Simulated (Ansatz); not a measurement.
WH₄Cl₂: geometry relaxation (part 2 of 2)

WH₄Cl₂; RKS revPBE-D4/def2-SVP (Ansatz 0.2.0). It belongs to a series of runs on one base structure; here: end point B relaxed.

Geometry of the input (Å):
```
W  -0.1520  0.2268  -0.7198
Cl 1.3936  0.1557  2.5201
H  1.4257  -0.7548  1.5292
Cl -0.0576  2.3751  -0.1038
H  -1.4253  -0.1016  0.3249
H  0.7306  -1.0804  -0.0206
H  -0.6937  -0.1507  -2.3087
```

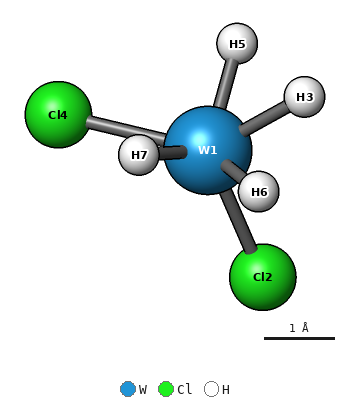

The geometry at step 17 of the log (ball-and-stick view, seen at a tilt; atoms are numbered from 1 in the order of the input).

### Trajectory as extended XYZ, continued
```
7
Properties=species:S:1:pos:R:3:forces:R:3 step=8 energy=-26924.13683
W    -0.1212    0.2335   -0.3382    0.1797  -0.0553   0.0270
Cl    1.2733    0.2321    2.0498    0.1539   0.3116   0.0343
H     0.8160   -0.7970    1.1707   -0.3970  -0.2961  -0.2519
Cl    0.0444    2.4771   -0.0930    0.0052   0.0134  -0.0218
H    -1.4681   -0.1436    0.6047    0.0210  -0.1208   0.0751
H     1.0515   -1.0667   -0.1774   -0.1708   0.1727  -0.1786
H    -0.3746   -0.2655   -1.9953    0.2080  -0.0255   0.3159
7
Properties=species:S:1:pos:R:3:forces:R:3 step=9 energy=-26924.41583
W    -0.1371    0.2705   -0.2398    0.5659  -0.8607   0.2492
Cl    1.2827    0.2714    1.9610    0.3709   0.6352  -0.0252
H     0.6719   -0.8408    1.0647   -0.9593  -0.2840  -0.5713
Cl    0.0730    2.5284   -0.0912    0.0272   0.0666   0.0118
H    -1.4890   -0.1877    0.6729    0.0383  -0.1429   0.0212
H     1.0409   -1.0355   -0.2498   -0.2821   0.3989  -0.1893
H    -0.2212   -0.3364   -1.8966    0.2391   0.1869   0.5035
7
Properties=species:S:1:pos:R:3:forces:R:3 step=10 energy=-26924.90711
W    -0.1268    0.2600   -0.1704    0.9446  -0.9417   0.6780
Cl    1.3251    0.3636    1.9297    0.3731   0.8193  -0.3257
H     0.5167   -0.9020    0.9661   -1.3442  -0.3959  -0.5426
Cl    0.1009    2.5310   -0.0855    0.0061  -0.0191  -0.0011
H    -1.5000   -0.2276    0.6995    0.0035  -0.1821  -0.0440
H     1.0359   -1.0154   -0.2919   -0.1448   0.4481  -0.1956
H    -0.1305   -0.3396   -1.8263    0.1618   0.2714   0.4310
7
Properties=species:S:1:pos:R:3:forces:R:3 step=11 energy=-26925.38967
W    -0.0973    0.2468   -0.1104    0.8677  -0.5021   0.5970
Cl    1.3809    0.4692    1.9010    0.1082   0.4483  -0.6578
H     0.3608   -1.0034    0.9074   -1.0468  -0.4882  -0.0607
Cl    0.1151    2.5281   -0.0862   -0.0900   0.0279  -0.0702
H    -1.5064   -0.2540    0.7011    0.0526  -0.1373  -0.0875
H     1.0551   -0.9959   -0.3140   -0.0457   0.3722  -0.1451
H    -0.0869   -0.3207   -1.7777    0.1539   0.2792   0.4244
7
Properties=species:S:1:pos:R:3:forces:R:3 step=12 energy=-26925.75941
W    -0.0362    0.2320   -0.0424   -0.1010   0.0514   0.1995
Cl    1.4169    0.5365    1.8139    0.4512   0.0481  -0.1644
H     0.1961   -1.1011    0.9161   -0.6276  -0.5523   0.1155
Cl    0.1033    2.5335   -0.1050   -0.2468   0.2376  -0.2474
H    -1.4902   -0.2780    0.6872    0.1109  -0.0163  -0.0887
H     1.0912   -0.9761   -0.3326    0.1338   0.0456  -0.0454
H    -0.0599   -0.2769   -1.7158    0.2796   0.1858   0.2310
7
Properties=species:S:1:pos:R:3:forces:R:3 step=13 energy=-26926.02225
W    -0.0121    0.2373    0.0296    0.1336   0.1600  -0.1137
Cl    1.5315    0.5233    1.7544    0.1451  -0.0657  -0.2106
H     0.0265   -1.1969    0.9098   -0.2461  -0.3544   0.0447
Cl    0.0233    2.5692   -0.1738   -0.2948  -0.0002  -0.1787
H    -1.4958   -0.2766    0.6871    0.0641   0.1171  -0.0560
H     1.1018   -0.9552   -0.3251    0.0474  -0.1635   0.0769
H     0.0461   -0.2310   -1.6606    0.1506   0.3067   0.4375
7
Properties=species:S:1:pos:R:3:forces:R:3 step=14 energy=-26926.22489
W     0.0623    0.2368    0.0890   -0.4652  -0.1603   0.7352
Cl    1.6505    0.4958    1.6874    0.2268   0.0904   0.0708
H    -0.1204   -1.3185    0.9105    0.0897   0.4105  -0.5639
Cl   -0.1399    2.5758   -0.2796   -0.2189  -0.3924  -0.1448
H    -1.4627   -0.2233    0.6736    0.0065   0.3258   0.0537
H     1.1013   -1.0097   -0.2697    0.0648  -0.4170  -0.1575
H     0.1300   -0.0868   -1.5900    0.2964   0.1430   0.0065
7
Properties=species:S:1:pos:R:3:forces:R:3 step=15 energy=-26926.41807
W     0.0738    0.2353    0.1841    0.4764  -0.3293  -0.4596
Cl    1.7548    0.4793    1.6542   -0.0225   0.1831   0.2130
H    -0.1864   -1.4036    0.7985   -0.1100   0.4450  -0.4461
Cl   -0.2754    2.5529   -0.3698   -0.1761  -0.7911   0.0310
H    -1.5076   -0.1118    0.7213    0.1973   0.2529   0.1457
H     1.0653   -1.0685   -0.2471   -0.3177   0.0033  -0.0354
H     0.2968   -0.0137   -1.5198   -0.0475   0.2360   0.5514
7
Properties=species:S:1:pos:R:3:forces:R:3 step=16 energy=-26926.65297
W     0.1482    0.2287    0.2261   -0.0309  -0.5349  -0.0361
Cl    1.8109    0.4914    1.7127   -0.0935   0.1628   0.0468
H    -0.2733   -1.4383    0.6727   -0.0764   0.6818  -0.4335
Cl   -0.4231    2.4571   -0.4530    0.0083  -0.7889   0.0889
H    -1.4535   -0.0022    0.7869    0.3740   0.2081   0.0662
H     1.0362   -1.1435   -0.2553   -0.1957   0.2104  -0.0966
H     0.3758    0.0767   -1.4689    0.0143   0.0606   0.3645
7
Properties=species:S:1:pos:R:3:forces:R:3 step=17 energy=-26926.86676
W     0.1985    0.2125    0.2690   -0.1239  -0.5134   0.1968
Cl    1.8457    0.5242    1.7718   -0.0751   0.0902  -0.0172
H    -0.3838   -1.4130    0.5163   -0.0604   0.4802  -0.2680
Cl   -0.5244    2.3095   -0.5077    0.0293  -0.2889  -0.0042
H    -1.3931    0.0864    0.8742    0.3484   0.0197   0.0100
H     1.0358   -1.1629   -0.2965   -0.1203   0.2688  -0.0169
H     0.4426    0.1133   -1.4058    0.0020  -0.0565   0.0995
7
Properties=species:S:1:pos:R:3:forces:R:3 step=18 energy=-26926.95989
W     0.2279    0.2047    0.3095   -0.3473  -0.1954  -0.0766
Cl    1.8637    0.5643    1.8149    0.0887   0.0019   0.0809
H    -0.4970   -1.3604    0.3664    0.0987   0.2862  -0.1573
Cl   -0.5575    2.2209   -0.5567    0.0837  -0.1182   0.0251
H    -1.3279    0.0849    0.9638    0.1245  -0.0301   0.0538
H     1.0464   -1.1411   -0.3209   -0.0102   0.1734   0.0990
H     0.4656    0.0966   -1.3557   -0.0381  -0.1179  -0.0249
7
Properties=species:S:1:pos:R:3:forces:R:3 step=19 energy=-26927.02852
W     0.2271    0.2210    0.3252   -0.4855   0.1366  -0.1326
Cl    1.8659    0.5754    1.8432    0.1576  -0.0896   0.0883
H    -0.5419   -1.3158    0.1767    0.1635   0.3245  -0.0432
Cl   -0.5506    2.1962   -0.5910    0.1740  -0.0936   0.0100
H    -1.2813    0.0729    1.0667   -0.0022  -0.2028   0.0491
H     1.0908   -1.1060   -0.2624    0.0795   0.1346   0.0740
H     0.4112    0.0263   -1.3371   -0.0869  -0.2098  -0.0456
7
Properties=species:S:1:pos:R:3:forces:R:3 step=20 energy=-26927.14581
W     0.2056    0.2695    0.3338   -0.5744  -0.3224  -0.3782
Cl    1.8684    0.5658    1.8648    0.0799  -0.1074   0.0047
H    -0.5800   -1.2352   -0.0013    0.2799   0.4591   0.0833
Cl   -0.5021    2.2171   -0.6317    0.1550   0.0073  -0.0904
H    -1.2461   -0.0156    1.1669    0.1026  -0.1633  -0.0037
H     1.1523   -1.0237   -0.1904    0.0866   0.1260   0.0922
H     0.3232   -0.1078   -1.3207   -0.1296   0.0007   0.2921
7
Properties=species:S:1:pos:R:3:forces:R:3 step=21 energy=-26927.21343
W     0.1287    0.2988    0.3467    0.2938   0.0257  -0.2251
Cl    1.8433    0.5233    1.8599   -0.1592  -0.0030  -0.1108
H    -0.5486   -1.1979   -0.0528    0.0054   0.0546   0.0168
Cl   -0.3441    2.2610   -0.7439   -0.0544  -0.0531   0.1372
H    -1.2347   -0.1825    1.2418    0.0087   0.0098  -0.0369
H     1.2027   -0.8921   -0.1519   -0.1379   0.0218   0.0272
H     0.1740   -0.1407   -1.2787    0.0436  -0.0559   0.1915
7
Properties=species:S:1:pos:R:3:forces:R:3 step=22 energy=-26927.22120
W     0.1443    0.3078    0.3368   -0.0301  -0.2184  -0.1316
Cl    1.8394    0.5353    1.8453    0.0687  -0.0013   0.0660
H    -0.5472   -1.1812   -0.0546   -0.0339   0.0117   0.0191
Cl   -0.3775    2.2747   -0.7050   -0.0147  -0.0038  -0.0385
H    -1.2266   -0.1655    1.2224    0.0179   0.0400  -0.0111
H     1.1722   -0.9230   -0.1544    0.0351   0.0597   0.0617
H     0.2168   -0.1780   -1.2691   -0.0430   0.1122   0.0344
7
Properties=species:S:1:pos:R:3:forces:R:3 step=23 energy=-26927.22344
W     0.1525    0.2964    0.3341   -0.1037   0.0545   0.0032
Cl    1.8450    0.5306    1.8469    0.0530  -0.0058   0.0528
H    -0.5629   -1.1865   -0.0462    0.0416   0.0192  -0.0229
Cl   -0.3900    2.2592   -0.7054    0.0053  -0.0036  -0.0150
H    -1.2276   -0.1497    1.2125   -0.0027  -0.0058   0.0247
H     1.1920   -0.9268   -0.1423   -0.0086  -0.0172  -0.0418
H     0.2123   -0.1531   -1.2783    0.0150  -0.0414  -0.0010
7
Properties=species:S:1:pos:R:3:forces:R:3 step=24 energy=-26927.22300 accepted=F
W     0.1424    0.3060    0.3347    0.2033  -0.1257   0.0568
Cl    1.8405    0.5197    1.8638   -0.0972  -0.0011  -0.0962
H    -0.5559   -1.1797   -0.0545   -0.0093   0.0065  -0.0010
Cl   -0.3806    2.2578   -0.7280   -0.0369   0.0645  -0.0084
H    -1.2183   -0.1628    1.2351   -0.0163   0.0174  -0.0287
H     1.1882   -0.9111   -0.1546   -0.0296   0.0330   0.0313
H     0.2051   -0.1599   -1.2753   -0.0140   0.0053   0.0462
7
Properties=species:S:1:pos:R:3:forces:R:3 step=25 energy=-26927.22470
W     0.1491    0.3021    0.3357    0.0044  -0.0013  -0.0055
Cl    1.8440    0.5228    1.8552   -0.0011  -0.0011  -0.0024
H    -0.5557   -1.1807   -0.0526    0.0004  -0.0003  -0.0018
Cl   -0.3900    2.2599   -0.7167    0.0004  -0.0042   0.0019
H    -1.2239   -0.1537    1.2223   -0.0020   0.0017   0.0004
H     1.1870   -0.9200   -0.1494    0.0005   0.0029   0.0039
H     0.2108   -0.1605   -1.2732   -0.0026   0.0023   0.0034
```

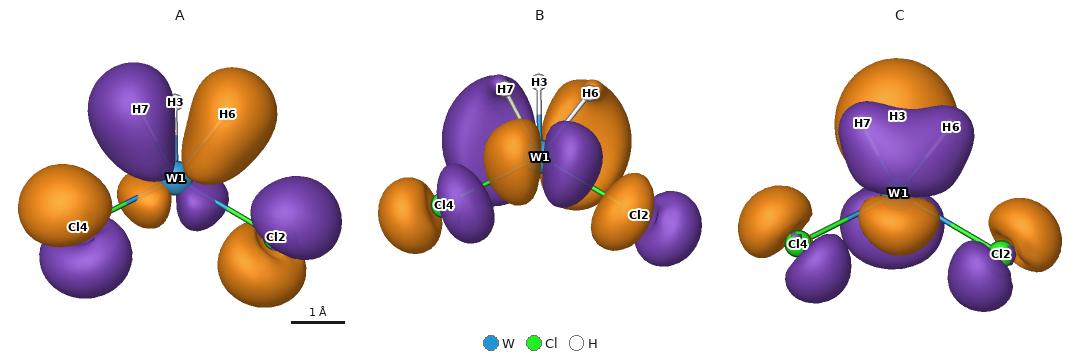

Three frontier orbitals at ±0.1 Å⁻³ᐟ² (orange and purple are the two phases). C is the HOMO−1 (−7.60 eV). By Hirshfeld shares it lies mainly on W1 (45 %), H3 (25 %), Cl2 (10 %) and Cl4 (10 %). A is the HOMO (−6.81 eV). By Hirshfeld shares it lies mainly on W1 (30 %), Cl2 (20 %), Cl4 (20 %), H6 (15 %) and H7 (15 %). B is the LUMO (−4.20 eV). By Hirshfeld shares it lies mainly on W1 (65 %), Cl2 (10 %) and Cl4 (10 %). The HOMO–LUMO gap is 2.61 eV between the orbital energies.

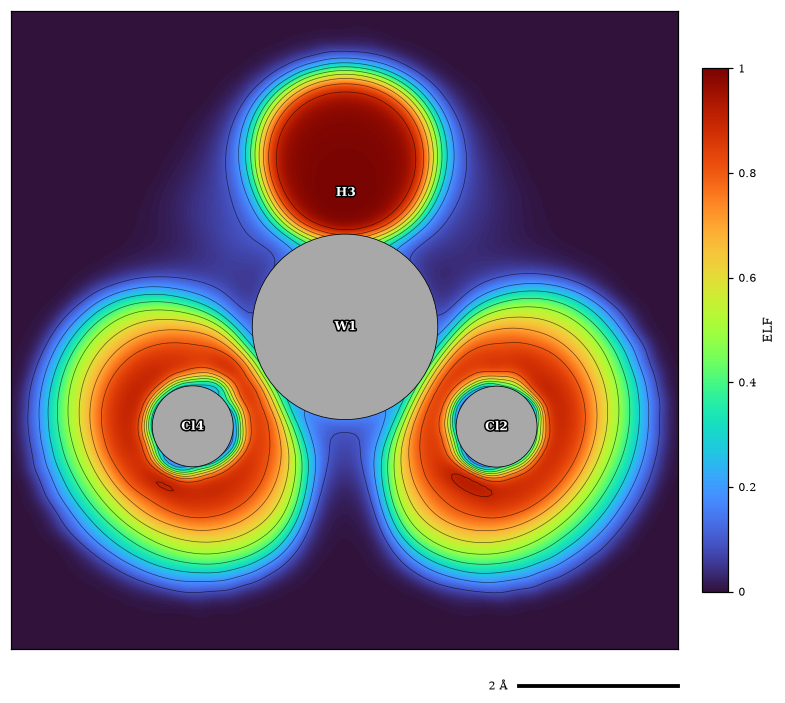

Electron localisation function on the plane of atoms H3, W1 and Cl4. Grey discs, where drawn, cover atomic cores. Atoms in the plane: W, Cl and H. W–Cl (2.29 Å): the ELF peaks at about 0.85 in the valence shell of Cl, 0.8 Å from its nucleus, and is about 0.40 at the midpoint. W–H (1.69 Å): the ELF climbs to about 1 towards the hydrogen, as it does in any bond to H.

### Results in brief

- outcome: converged
- total energy: −26927.2248 eV
- mean-field energy: −26926.7507 eV
- largest force (length of the vector) at the end: 0.007 eV/Å
- wall time: 48 s
- peak memory: 0.14 GiB
